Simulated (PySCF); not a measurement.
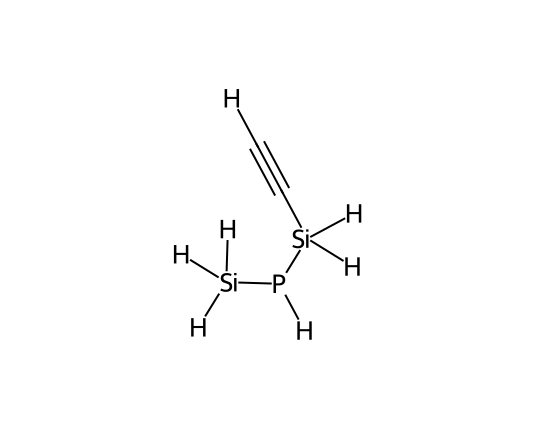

The geometry was computed by an optimisation with GFN2-xTB. No frequency run is at hand to confirm it as a minimum. Method: PBE0/pcSseg-1, gas phase (PySCF 2.14.0).

Predict the main results.

The species is C₂H₇PSi₂ (`C#C[SiH2]P[SiH3]`).
- dipole moment: 1.38 D
- HOMO energy (Kohn–Sham orbital): −7.31 eV
- LUMO energy (Kohn–Sham orbital): −0.43 eV
- HOMO–LUMO gap: 6.87 eV

The geometry is semi-empirical. Around P, Si such bond lengths and angles can be off by a tenth of an ångström or more and by several degrees, and values that hang on the shape move with them.
